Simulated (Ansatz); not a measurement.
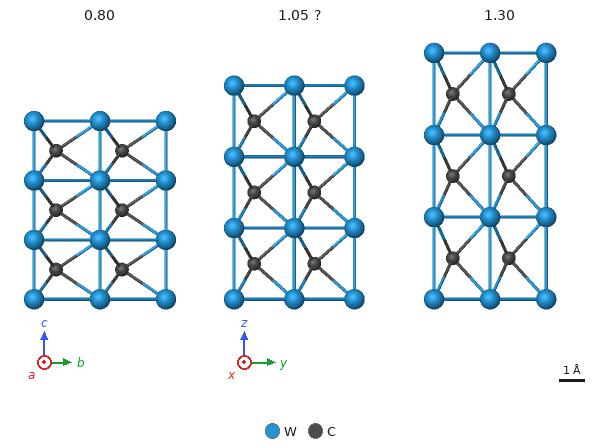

Crystalline WC (P-6m2): the ratio of the cell's length along z to its lengths across, counted as 1 for the reference, is changed at fixed volume (a c/a path), with the atoms kept at their fractional coordinates. x, y and z are the Cartesian axes of the input. Style: ball-and-stick. Shown: the cell of the calculation, repeated 2 × 2 × 3 with one cell outlined, along the a axis.

Method: Ansatz, DFT r2SCAN, scalar-relativistic, plane waves, PAW. Set-up: plane-wave cutoff 500 eV; k-point mesh 24 × 24 × 18; occupations gaussian; smearing width 0.15 eV; no spin polarisation. Energies (free energies at the smearing named) are counted from the cell as listed in its source, which wasn't relaxed.

```
axial ratio over its reference value  energy change (meV/atom)
                                0.80                       850
                                0.85                       448
                                0.92                       115
                                0.96                        27
                                1.00                         0
                                1.05                         ?
                                1.10                       149
                                1.20                       518
                                1.30                      1003
```

Q: Estimate the missing energy from the other rows, and compare with the calculation.

A: A straight line between the two neighbours gives 74 meV/atom. A cubic through the four nearest rows (0.96, 1.00, 1.10, 1.20) gives, with Lagrange weights, (−0.2790)(27) + (0.8437)(0) + (0.4821)(149) + (−0.0469)(518) = 40 meV/atom. The calculation gives 40 meV/atom, so the cubic is right to the digits shown and the straight line 34 meV/atom too high, as the curve bends upwards here.

The whole profile:

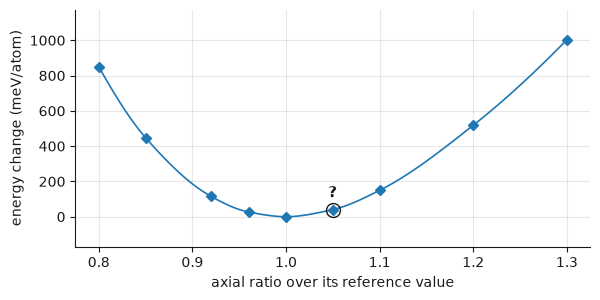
